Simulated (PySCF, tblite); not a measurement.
# C8H9FSi: geometry, infrared bands and NMR shifts

Wanted: the infrared bands and NMR shifts of C8H9FSi (`CCC#CC1=C(F)C=C[SiH2]1`), by calculation.

Programs: tblite 0.8.0 and PySCF 2.14.0, with density-fitted response routines of our own. Each step states its level of theory. These are calculated values for one molecule in the gas phase, unless marked as measured. Atoms count from 0, in the outputs and in this text.

## 1. The molecule as given

19 atoms, charge 0, multiplicity 1; geometry from: force field or distance geometry start.

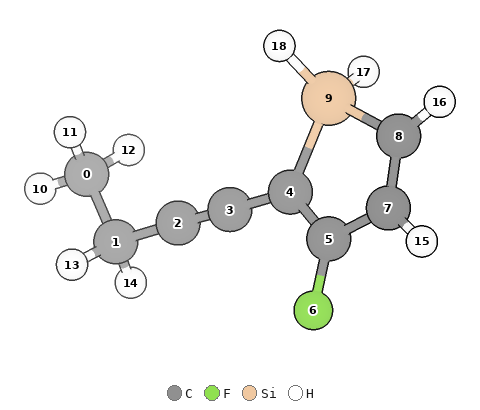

The starting geometry (carbon grey, fluorine green, silicon light orange, hydrogen white), atoms numbered; sticks join atoms by distance.

## 2. Relaxing the molecule with GFN2-xTB

Job settings and geometry (Å):

```
{"job": {"kind": "relax", "xc": "GFN2-xTB", "basis": "xTB"}, "charge": 0, "multiplicity": 1}
C      3.655700    -0.406700     0.401200
C      2.907300     0.361700    -0.698000
C      1.467100     0.281600    -0.496100
C      0.266300     0.238800    -0.360800
C     -1.132300     0.169000    -0.176200
C     -2.073200     0.730700    -0.966400
F     -1.785200     1.461300    -2.063300
C     -3.443800     0.524900    -0.568000
C     -3.606200    -0.225500     0.541000
Si    -1.934300    -0.752200     1.235200
H      4.725800    -0.342400     0.245500
H      3.416600     0.002900     1.394100
H      3.359700    -1.461000     0.415000
H      3.239700     1.403200    -0.685200
H      3.176900    -0.049600    -1.663900
H     -4.261500     0.943300    -1.141400
H     -4.535800    -0.503200     1.017600
H     -1.766100    -2.230300     1.159200
H     -1.686400    -0.137400     2.568000
```

Run with:

```sh
> OMP_NUM_THREADS=1 python probes_run.py task.json out
```

One launch serves the whole session: the jobs run in the order shown.

The log of the run:

```text
step      E/eV     max force
  0    -763.70914    1.385
  1    -763.75563    0.733
  2    -763.76758    1.512
  3    -763.78459    0.435
  4    -763.79666    0.334
  5    -763.80788    0.200
  6    -763.81204    0.150
  7    -763.81559    0.119
  8    -763.81744    0.120
  9    -763.81937    0.119
 10    -763.82054    0.089
 11    -763.82113    0.048
 12    -763.82156    0.050
 13    -763.82202    0.053
 14    -763.82237    0.042
 15    -763.82255    0.036
 16    -763.82266    0.036
 17    -763.82279    0.033
 18    -763.82292    0.030
 19    -763.82301    0.020
 20    -763.82309    0.017
 21    -763.82318    0.028
 22    -763.82332    0.038
 23    -763.82347    0.032
 24    -763.82358    0.021
 25    -763.82365    0.017
 26    -763.82371    0.027
 27    -763.82377    0.027
 28    -763.82382    0.018
 29    -763.82386    0.015
 30    -763.82390    0.020
 31    -763.82397    0.028
 32    -763.82406    0.027
 33    -763.82411    0.017
 34    -763.82414    0.009
```

It took 0.51 s on 1 thread of Arm Neoverse N1, shared host.

The steps of the relaxation: (not every step is listed)

| step | energy from step 0 (eV) | largest force (eV/Å) |
| --- | --- | --- |
| 0 | 0.0000 | 1.3848 |
| 1 | -0.0465 | 0.7327 |
| 2 | -0.0584 | 1.5123 |
| 3 | -0.0754 | 0.4354 |
| 4 | -0.0875 | 0.3340 |
| 5 | -0.0987 | 0.1997 |
| 6 | -0.1029 | 0.1497 |
| 7 | -0.1064 | 0.1186 |
| 8 | -0.1083 | 0.1203 |
| 10 | -0.1114 | 0.0893 |
| 12 | -0.1124 | 0.0501 |
| 14 | -0.1132 | 0.0416 |
| 16 | -0.1135 | 0.0362 |
| 18 | -0.1138 | 0.0304 |
| 20 | -0.1139 | 0.0175 |
| 22 | -0.1142 | 0.0382 |
| 24 | -0.1144 | 0.0208 |
| 26 | -0.1146 | 0.0267 |
| 28 | -0.1147 | 0.0175 |
| 29 | -0.1147 | 0.0151 |
| 30 | -0.1148 | 0.0200 |
| 31 | -0.1148 | 0.0280 |
| 32 | -0.1149 | 0.0270 |
| 33 | -0.1150 | 0.0174 |
| 34 | -0.1150 | 0.0091 |

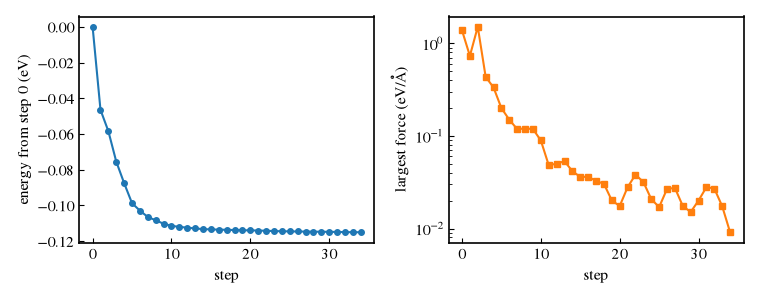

Energy and force, step by step.

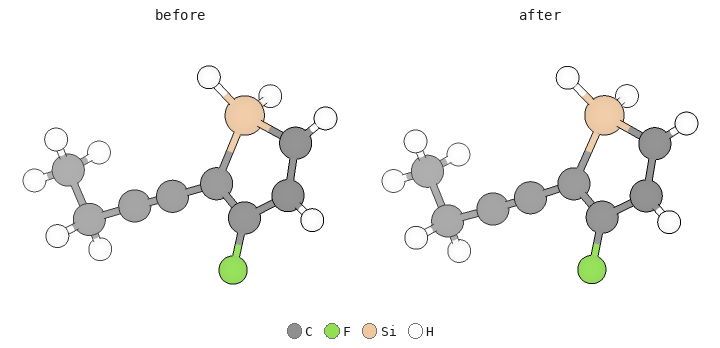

Before and after, at one scale.

Close pairs (by a distance rule), those that changed most:

| bond | before (Å) | after (Å) | change (Å) |
| --- | --- | --- | --- |
| C4–Si9 | 1.867 | 1.900 | +0.034 |
| Si9–H17 | 1.490 | 1.462 | -0.028 |
| Si9–H18 | 1.489 | 1.462 | -0.027 |
| C3–C4 | 1.412 | 1.393 | -0.019 |
| C0–H11 | 1.100 | 1.088 | -0.013 |
| C1–H14 | 1.084 | 1.095 | +0.011 |
| C1–C2 | 1.456 | 1.447 | -0.010 |
| C7–C8 | 1.349 | 1.341 | -0.008 |

The next job starts from the end point, and lists it.

## 3. Vibrational analysis with GFN2-xTB

Job settings and geometry (Å):

```
{"job": {"kind": "ir", "xc": "GFN2-xTB", "basis": "xTB"}, "charge": 0, "multiplicity": 1}
C      3.634965    -0.403468     0.402098
C      2.913833     0.368044    -0.704091
C      1.478231     0.309424    -0.535220
C      0.285989     0.241463    -0.366274
C     -1.087594     0.149263    -0.150868
C     -2.045204     0.705468    -0.921604
F     -1.789828     1.440117    -2.026912
C     -3.427819     0.506629    -0.548395
C     -3.628941    -0.227997     0.554704
Si    -1.967436    -0.768350     1.261538
H      4.711850    -0.349222     0.258740
H      3.391049     0.014299     1.376454
H      3.333473    -1.448682     0.393528
H      3.228298     1.416595    -0.695682
H      3.172291    -0.050270    -1.682178
H     -4.202550     0.947074    -1.158441
H     -4.615630    -0.441735     0.928214
H     -1.737078    -2.211028     1.204330
H     -1.657704    -0.188373     2.567403
```

The log of the run:

```text
mode    cm-1     km/mol
  1      12.1      0.15
  2      55.2      0.93
  3      81.0      0.98
  4     134.4      0.45
  5     147.0      0.31
  6     195.3      0.04
  7     263.6      3.60
  8     294.2      0.74
  9     296.0      0.29
 10     347.8      3.64
 11     383.0      7.94
 12     432.9     23.08
 13     444.8      2.85
 14     474.4      2.25
 15     519.1     80.54
 16     545.3     15.41
 17     564.7      0.58
 18     588.2     14.74
 19     630.8     89.36
 20     747.1    190.63
 21     760.0     51.89
 22     784.9     90.17
 23     804.4     11.38
 24     898.2     16.93
 25     904.2      3.62
 26     934.6     18.69
 27    1038.1     10.44
 28    1069.5      0.09
 29    1079.0      4.98
 30    1104.1      1.33
 31    1178.0     60.15
 32    1226.4      0.86
 33    1271.9     58.68
 34    1318.2     56.56
 35    1333.6      4.83
 36    1408.9      0.73
 37    1449.4      3.53
 38    1495.7      2.97
 39    1503.4      4.03
 40    1538.8     58.36
 41    1610.1     42.10
 42    2271.7    450.53
 43    2272.9    141.94
 44    2337.7     84.91
 45    2931.8     27.90
 46    2949.8     44.53
 47    3034.3     61.96
 48    3035.9     41.78
 49    3041.5     23.96
 50    3080.4     27.52
 51    3107.8     40.03
```

Run time: 1.5 s. Hardware: 1 thread of Arm Neoverse N1, shared host.

The strongest bands and the atoms that carry them (share of the mass-weighted mode):

| cm⁻¹ | km/mol | atoms |
| --- | --- | --- |
| 519 | 80.5 | H18 19 %, H17 19 %, Si9 14 %, C4 13 % |
| 631 | 89.4 | H17 30 %, H18 29 %, C7 13 % |
| 747 | 190.6 | H17 43 %, H18 43 % |
| 785 | 90.2 | C8 48 %, Si9 22 %, H16 14 % |
| 2272 | 450.5 | H17 51 %, H18 44 % |
| 2273 | 141.9 | H18 52 %, H17 45 % |
| 2338 | 84.9 | C2 50 %, C3 49 % |
| 3034 | 62.0 | H10 87 % |

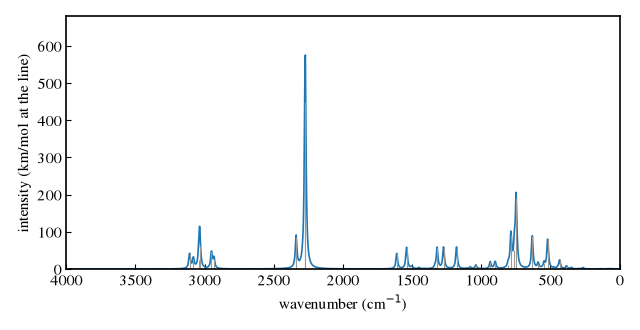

The infrared spectrum from these modes, unscaled. Lines are broadened to a width of 14 cm⁻¹ (Lorentzian).

## 4. Shielding tensors: PBE0/pcSseg-1

Settings changed since step 3:

```diff
@@ -1,2 +1,2 @@
-{"job": {"kind": "ir", "xc": "GFN2-xTB", "basis": "xTB"}, "charge": 0, "multiplicity": 1}
+{"job": {"kind": "nmr", "xc": "PBE0", "basis": "pcSseg-1"}, "charge": 0, "multiplicity": 1}
 C      3.634965    -0.403468     0.402098
```

With the program's defaults for keys left out, this is: GIAO PBE0/pcSseg-1 NMR shielding, non-relativistic, gas phase.

The log of the run:

```text
coarse grid: 16984 points
cycle   1  E = -698.7067918709  dE =  1.513e+00  |g| = 6.063e-01  |ddm| = 4.525e+00
cycle   2  E = -698.6499567597  dE =  5.684e-02  |g| = 8.034e-01  |ddm| = 1.432e+00
cycle   3  E = -698.7843833729  dE = -1.344e-01  |g| = 1.576e-01  |ddm| = 8.490e-01
cycle   4  E = -698.7904150866  dE = -6.032e-03  |g| = 5.704e-02  |ddm| = 2.497e-01
cycle   5  E = -698.7911387479  dE = -7.237e-04  |g| = 2.514e-02  |ddm| = 7.006e-02
cycle   6  E = -698.7912739088  dE = -1.352e-04  |g| = 7.367e-03  |ddm| = 3.033e-02
cycle   7  E = -698.7912855554  dE = -1.165e-05  |g| = 2.797e-03  |ddm| = 8.805e-03
cycle   8  E = -698.7912873004  dE = -1.745e-06  |g| = 4.005e-04  |ddm| = 3.433e-03
final grid: 161544 points
cycle   9  E = -698.8590038079  dE = -3.848e-05  |g| = 8.377e-03  |ddm| = 7.804e-02
cycle  10  E = -698.8589951637  dE =  8.644e-06  |g| = 1.091e-02  |ddm| = 2.145e-02
cycle  11  E = -698.8590207318  dE = -2.557e-05  |g| = 1.433e-03  |ddm| = 1.218e-02
cycle  12  E = -698.8590210897  dE = -3.578e-07  |g| = 3.048e-04  |ddm| = 1.638e-03
cycle  13  E = -698.8590211014  dE = -1.176e-08  |g| = 1.908e-04  |ddm| = 3.915e-04
cycle  14  E = -698.8590211103  dE = -8.872e-09  |g| = 4.603e-05  |ddm| = 1.956e-04
cycle  15  E = -698.8590211107  dE = -4.209e-10  |g| = 1.779e-05  |ddm| = 5.263e-05
converged SCF energy = -698.8590211107

GIAO shielding tensors (ppm)
atom      isotropic    diamagn.    paramagn.     s11        s22        s33       span
  0 C      169.797     247.143     -77.346    157.165    165.493    186.734     29.569
  1 C      169.528     253.509     -83.981    161.105    169.179    178.301     17.196
  2 C       73.632     269.193    -195.561      1.400     21.792    197.706    196.306
  3 C      106.074     242.960    -136.886     17.067     28.981    272.173    255.107
  4 C       86.338     275.678    -189.340     13.708     82.486    162.820    149.112
  5 C        5.634     247.347    -241.714    -94.752     55.287     56.366    151.119
  6 F      254.780     477.888    -223.108    111.989    265.246    387.105    275.116
  7 C       33.157     257.256    -224.100    -79.637     43.551    135.557    215.194
  8 C       53.999     264.962    -210.963    -54.317     39.207    177.107    231.424
  9 Si     390.453     882.413    -491.959    344.853    382.949    443.559     98.706
 10 H       30.577      26.714       3.863     26.069     27.658     38.003     11.933
 11 H       30.419      30.506      -0.088     26.718     28.951     35.587      8.869
 12 H       30.419      30.514      -0.095     26.716     28.956     35.585      8.870
 13 H       29.066      30.615      -1.548     23.747     28.203     35.249     11.502
 14 H       29.066      30.629      -1.563     23.746     28.203     35.250     11.504
 15 H       24.620      28.661      -4.041     23.327     23.387     27.146      3.820
 16 H       25.651      28.287      -2.636     25.262     25.335     26.357      1.096
 17 H       27.066      29.398      -2.332     23.791     25.390     32.017      8.226
 18 H       27.066      29.393      -2.327     23.789     25.392     32.018      8.229
```

Run time: 93 s. Hardware: 1 thread of Arm Neoverse N1, shared host; peak memory 0.99 GiB.

The references, computed at this level on geometries of the same kind, shield at (ppm): 1H TMS 31.72, 13C TMS 186.9, 29Si TMS 349.2, 19F CFCl3 170.9. Their shielding less the atom's gives the shift. The references are single molecules in the gas phase, so shifts against H2O, NH3, PH3, H3PO4 or CFCl3 are not on the usual liquid scales and can be off by tens of ppm. Atoms listed in one row are averaged.

| atoms | environment | σ (ppm) | δ (ppm) | δ scaled to CDCl3 |
| --- | --- | --- | --- | --- |
| C5 | fully substituted alkene carbon | 5.6 | 181.3 | 175.0 |
| C7 | alkene CH | 33.2 | 153.8 | 148.2 |
| C8 | alkene CH | 54.0 | 132.9 | 127.8 |
| C2 | alkyne carbon | 73.6 | 113.3 | 108.7 |
| C4 | fully substituted alkene carbon | 86.3 | 100.6 | 96.3 |
| C3 | alkyne carbon | 106.1 | 80.9 | 77.0 |
| C1 | propargylic sp3 CH2 | 169.5 | 17.4 | 15.1 |
| C0 | methyl carbon | 169.8 | 17.1 | 14.8 |
| H15 | hydrogen on an alkene CH | 24.62 | 7.10 | 6.80 |
| H16 | hydrogen on an alkene CH | 25.65 | 6.07 | 5.82 |
| H17, H18 | hydrogen on a silicon bonded to 2 C, in a 5-membered ring | 27.07 | 4.65 | – |
| H13, H14 | hydrogen on a propargylic sp3 CH2 | 29.07 | 2.65 | 2.60 |
| H10, H11, H12 | hydrogen on a methyl carbon | 30.47 | 1.25 | 1.28 |
| F6 | vinylic fluorine | 254.8 | -83.8 | – |
| Si9 | silicon bonded to 2 C, 2 H, in a 5-membered ring | 390.5 | -41.3 | – |

The scaled column applies a straight-line fit of computed shieldings to shifts measured in CDCl3, and one for carbons that bear F (root-mean-square error 0.16 ppm for H, 1.9 ppm for C).

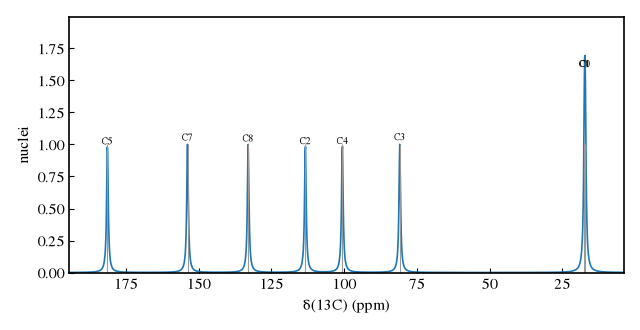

13C lines at the computed shifts, without couplings. Lines are broadened to a width of 0.66 ppm (Lorentzian).

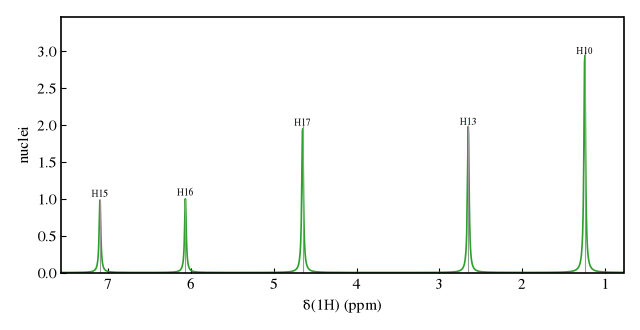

1H lines at the computed shifts, without couplings. Lines are broadened to a width of 0.02 ppm (Lorentzian).

The run also stored atomic charges by several schemes (e):

| atoms | Mulliken | IAO | Hirshfeld | ESP fit |
| --- | --- | --- | --- | --- |
| C0 | -0.28 | -0.41 | -0.11 | -0.22 |
| C1 | -0.25 | -0.27 | -0.05 | 0.14 |
| C2 | -0.16 | -0.05 | -0.04 | -0.10 |
| C3 | 0.27 | -0.07 | -0.08 | -0.19 |
| C4 | -0.74 | -0.34 | -0.12 | -0.18 |
| C5 | 0.35 | 0.30 | 0.09 | 0.33 |
| F6 | -0.26 | -0.26 | -0.08 | -0.18 |
| C7 | -0.11 | -0.15 | -0.05 | -0.17 |
| C8 | -0.37 | -0.43 | -0.14 | -0.47 |
| Si9 | 0.80 | 0.78 | 0.35 | 0.55 |

ESP fit charges:

C0 -0.22; C1 0.14; C2 -0.10; C3 -0.19; C4 -0.18; C5 0.33; F6 -0.18; C7 -0.17; C8 -0.47; Si9 0.55; H10 0.05; H11 0.07; H12 0.07; H13 0.04; H14 0.04; H15 0.18; H16 0.21; H17 -0.08; H18 -0.08

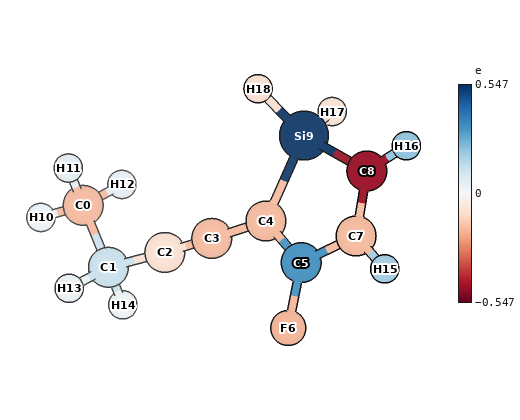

ESP fit charges, as colours on the atoms.

Mayer bond orders: C0–C1 1.06, C1–C2 1.15, C2–C3 2.24, C3–C4 1.16, C4–C5 1.66, C5–F6 0.99, C5–C7 1.13, C7–C8 1.80, C8–Si9 0.89, Si9–C4 0.80.

Ring of atoms C4, C5, C7, C8, Si9: NICS(0) -1.6, NICS(1) -2.0, NICS(1)zz 2.2 ppm (means of both faces).

## 5. Summary of results

| quantity | value |
| --- | --- |
| strongest single infrared mode (GFN2-xTB) | 2272 cm⁻¹, 451 km/mol |
| zero-point energy (GFN2-xTB) | 85.7 kcal/mol |
| 13C shifts against TMS (PBE0/pcSseg-1) | 181.3, 153.8, 132.9, 113.3, 100.6, 80.9, 17.4, 17.1 ppm |
| 1H shifts against TMS (PBE0/pcSseg-1, means over atoms taken as alike) | 7.10, 6.07, 4.65, 2.65, 1.25 ppm |
| 19F shifts against CFCl3 (PBE0/pcSseg-1) | -83.8 ppm |
| 29Si shifts against TMS (PBE0/pcSseg-1) | -41.3 ppm |

In words: Over 34 steps the energy fell by 0.115 eV; of the close pairs, C4–Si9 changed most, 1.867 to 1.900 Å. All 51 modes are real, so the xTB geometry is a minimum. GFN2-xTB is a fitted tight-binding method: band positions and strengths are rough. Its intensities can rank the bands wrongly. At PBE0/pcSseg-1: The largest span, 275 ppm, is at F6, where the paramagnetic term is -223 ppm.
